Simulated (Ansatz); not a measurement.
# A hypothetical structure for Ca3TlP, part 2 of 2

Starting from a made-up structure for Ca3TlP, the aim is the relaxed cell, its shortest contacts and, where a second run follows, its electronic structure.

Ansatz 0.2.0; DFT, r2SCAN, plane-wave PAW, default files, scalar-relativistic, no spin, cell and ions relaxed at zero pressure (the session's first sound run).

So far: The starting structure; Relaxation of the guess. The relaxed cell has a = 5.473 Å (conventional setting).

## 3. Electronic structure of the relaxed cell

With the geometry fixed, one more self-consistent run, with a narrower smearing and the mesh shown in its input, gives the bands, and its pressure, and its forces where symmetry allows any, show how far the geometry depends on these settings.

This step: DFT, r2SCAN, plane-wave PAW, default files, scalar-relativistic, no spin, bands and density of states at the relaxed cell (Ansatz 0.2.0).

File input.yaml:

```yaml
crystal:
  lattice:
    - [5.472611554, 0.0, 0.0]
    - [0.0, 5.472611554, 0.0]
    - [0.0, 0.0, 5.472611554]
  atoms:
    - { symbol: Tl, position: [0.0, 0.0, 0.0] }
    - { symbol: Ca, position: [0.0, 0.5, 0.5] }
    - { symbol: Ca, position: [0.5, 0.0, 0.5] }
    - { symbol: Ca, position: [0.5, 0.5, 0.0] }
    - { symbol: P, position: [0.5, 0.5, 0.5] }
kpoints:
  mp_grid: { grid: [6, 6, 6] }
  band_path:
    path:
      - [[0.0, 0.0, 0.0], [0.0, 0.5, 0.0], [0.5, 0.5, 0.0], [0.0, 0.0, 0.0], [0.5, 0.5, 0.5], [0.0, 0.5, 0.0]]
      - [[0.5, 0.5, 0.0], [0.5, 0.5, 0.5]]
    npoints: 13
scf:
  occupations: { method: fermi_dirac, width: 0.03 }
  n_extra_bands: 9
hamiltonian:
  xc: r2scan
  pseudopotentials: { kind: paw }
output:
  forces: true
  stress: true
  write_bands: true
  dos: { projected: true }
  write_density: true
  write_potential: true
  elf: true
  volumetric_format: npy
```

The run is started by

```sh
$ ansatz run input.yaml --threads 4 --pin off --max-ram 8192MiB --backend cpu --events-out ev --progress --plain --runs-dir out
```

Numbers of over 12 decimals in the logs are rounded to 6 here.

What it wrote:

```text
[...]
Crystal: 5 atoms, lattice volume = 163.902 Å³
Basis set: ecut = 500 eV, 4139 PW (Γ), exchange–correlation on 160×160×160 points (64 copies of the dense FFT grid, shifted against one another)
Bands: 33, of which v1, the nominal top of the filled ones, is band 24 counted from 1 (23 counted from 0)
Symmetry: 48 space group operations
[...]
k-points: 20 of 216
[...]
SCF iter   1: F=—  HF=-17686.366143 eV  |F-HF|=—  |Δ(HF+E_count)|=         —  Δρ=6.14e-3  dr2=8.64e-2  dr2_τ=2.64e-2  ethr=1.77e-3  ⟨swp⟩=11.2  Hψ=3904  notcnv=0  defer=5
[...]
SCF iter   8: F=-17686.470858 eV  HF=-17686.470858 eV  |F-HF|=2.25e-8  |Δ(HF+E_count)|=   1.35e-7  Δρ=3.21e-6  dr2=2.14e-8  dr2_τ=7.26e-10  ethr=2.08e-10  ⟨swp⟩=17.4  Hψ=4936  notcnv=0
SCF 1 converged in 8 iterations: F = -17686.470858 eV  dr2 = 2.14e-8
[...]
NSCF: frozen V_eff on 80 k-points
SCF converged after 8 iterations
Free energy (F): -17686.470858 eV
[...]
Internal energy: -17686.449504 eV  (E = F + TS)
E sigma→0 (E₀):  -17686.460181 eV
Entropy (-TS):   -0.021354 eV (-4.271 meV/atom)
Fermi energy:    6.173649 eV
[...]
--- Stress (GPa, compression-positive) ---
       -0.005095       0.000000      -0.000000
        0.000000      -0.005095       0.000000
       -0.000000       0.000000      -0.005095
  P = ⅓ Tr σ = -0.0051 GPa (-0.051 kbar)
--- Band table (eV; the first three rows and the last of 20) ---
  k-point 0: bands = [... 20 lower, 4.2346, 4.2346, 7.0982, 7.0982, 7.4942, 7.4942, 7.4942, 7.6439, ... 5 higher]
  k-point 1: bands = [... 20 lower, 4.2247, 4.2247, 6.1091, 6.9275, 6.9275, 7.2501, 7.5436, 7.5949, ... 5 higher]
  k-point 2: bands = [... 20 lower, 4.2053, 4.2053, 4.9742, 6.5261, 6.5261, 7.6469, 7.6555, 8.1109, ... 5 higher]
  k-point 19: bands = [... 20 lower, 2.8697, 2.8697, 5.3865, 5.3865, 5.3865, 8.5339, 8.5339, 8.5339, ... 5 higher]
```

The job ended after 7.4 s (4 threads of Arm Neoverse V2, shared host; peak memory 0.8 GiB; 28 s of CPU time).

The column dr2 measures how far the density is from self-consistency, as an energy; F and HF (Harris–Foulkes) agree once it is small.

This step gave:

```
free energy             : -17686.4709 eV
energy at zero smearing : -17686.4602 eV
smearing term TS        : 0.02135 eV
Fermi energy            : 6.174 eV
pressure                : -0.005095 GPa
```

From bands.tsv, the bands that come nearest the Fermi level along the path, at its corners, in eV from the Fermi level:

```
point  band 21  band 22  band 23  band 24  band 25  band 26  band 27  band 28
    Γ    -1.94    -1.94     0.92     0.92     1.32     1.32     1.32     1.47
    X    -1.98    -1.98    -1.68     0.22     0.22     1.55     1.77     2.38
    M    -3.42    -2.14    -0.58    -0.58     0.44     2.04     2.04     2.27
    Γ    -1.94    -1.94     0.92     0.92     1.32     1.32     1.32     1.47
    R    -3.30    -3.30    -0.79    -0.79    -0.79     2.36     2.36     2.36
    X    -1.98    -1.98    -1.68     0.22     0.22     1.55     1.77     2.38
    M    -3.42    -2.14    -0.58    -0.58     0.44     2.04     2.04     2.27
    R    -3.30    -3.30    -0.79    -0.79    -0.79     2.36     2.36     2.36
```

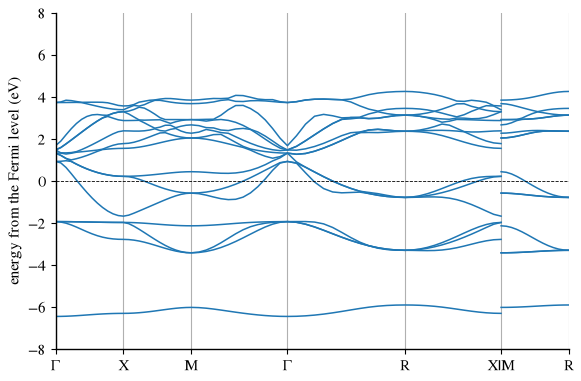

Bands along the path. 18 bands lie wholly below the window drawn.

Counts of states for the cell as run, both spins, by energy window (eV from the Fermi level):

```
from  to  total
  -8  -7   0.00
  -7  -6   1.85
  -6  -5   0.15
  -5  -4   0.00
  -4  -3   1.75
  -3  -2   4.01
  -2  -1   0.59
  -1   0   3.61
   0   1   2.04
   1   2   2.56
   2   3   7.35
```

Below -8 eV lie 36.0 more states.

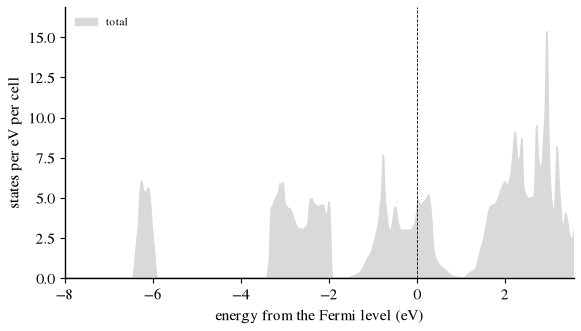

Total density of states, smoothed over about 0.04 eV.

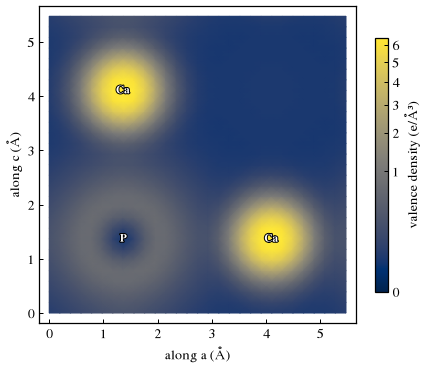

Valence density in the ac plane at fractional y = 0.500, with atoms of Ca and P within 0.2 Å of it. It is the smooth field of the valence electrons, not physical close to the nuclei. The map starts off the cell's origin, so that atoms lie inside it. The colour scale is stretched toward low values.

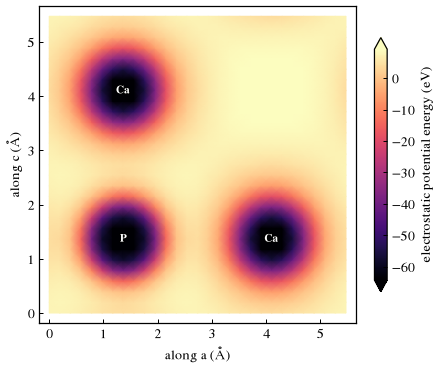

Electrostatic potential energy in the ac plane at fractional y = 0.500, with atoms of Ca and P within 0.2 Å of it. With pseudopotentials it is smooth inside the atoms' cores, unlike the true potential. The map starts off the cell's origin, so that atoms lie inside it.

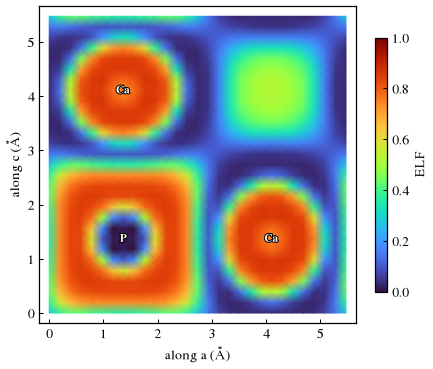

ELF in the ac plane at fractional y = 0.500, with atoms of Ca and P within 0.2 Å of it. It is the smooth field of the valence electrons, not physical close to the nuclei. The map starts off the cell's origin, so that atoms lie inside it.

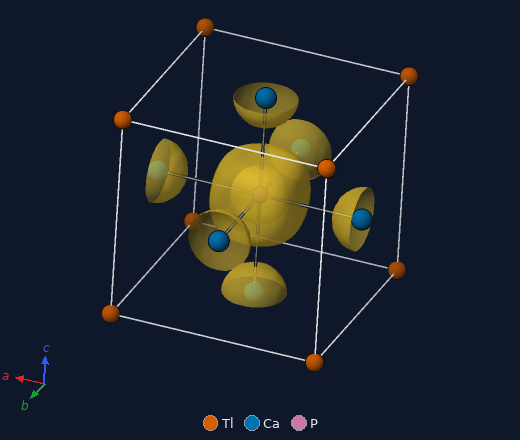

Surface of ELF = 0.79.

## 4. Summary of results

```yaml
space_group_relaxed: Pm-3m
conventional_cell: a = 5.473, b = 5.473, c = 5.473 Å; α = 90.0°, β = 90.0°, γ = 90.0°
volume_per_atom: 32.78 Å³ (guess 26.10)
```

In words: Ca3TlP relaxes to Pm-3m with a = 5.473, b = 5.473 and c = 5.473 Å. The guessed volume was 20 % too small. The space group Pm-3m was held in the relaxation, so the end point is a stationary structure within it and may be a saddle against distortions or other arrangements. Bands cross the Fermi level, so it is a metal or semimetal at this level. On the 6×6×6 mesh with the narrower smearing (relaxed on 5×5×5) the forces vanish, as symmetry may demand, and the largest stress component is 0.005 GPa, within the relaxation's thresholds of 0.015 eV/Å and 0.05 GPa. The cutoff wasn't tested. Spin-orbit coupling is left out, which can matter for elements this heavy. No dispersion term is used, so weakly bound directions may come out too long. Nothing here tests whether the compound is stable against decomposition.

[Logs are printed without paths, hosts, clocks, repeated set-up lines and the standing remarks that a program may print on its own settings, such as how far it seeks lower states.]

[Hosts, paths, dates, database ids (printed as entryN), source tags and the programs' standing remarks are cut or masked in the printed files.]
